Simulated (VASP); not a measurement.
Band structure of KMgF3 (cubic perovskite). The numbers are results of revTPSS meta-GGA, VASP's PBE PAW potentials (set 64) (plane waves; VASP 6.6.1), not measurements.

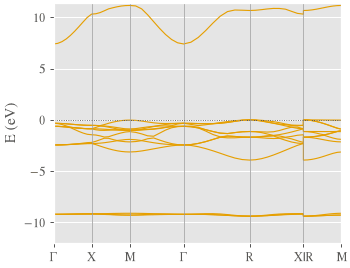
Fig. 1. Bands along high-symmetry lines, zero at the valence-band maximum or, without a gap, the Fermi level

**Question.** Read the plot: is there a gap, and where are the band edges?

**Answer.** The gap is indirect, 7.40 eV, from the valence maximum at R to the conduction minimum at Γ.

Measured: gap 12.40 eV (computed value off by -5.00 eV), as given by M. Sahnoun et al., Materials Chemistry and Physics (2004), doi:10.1016/j.matchemphys.2004.11.019.

The compound is KMgF3 in the cubic perovskite structure. It was relaxed first.
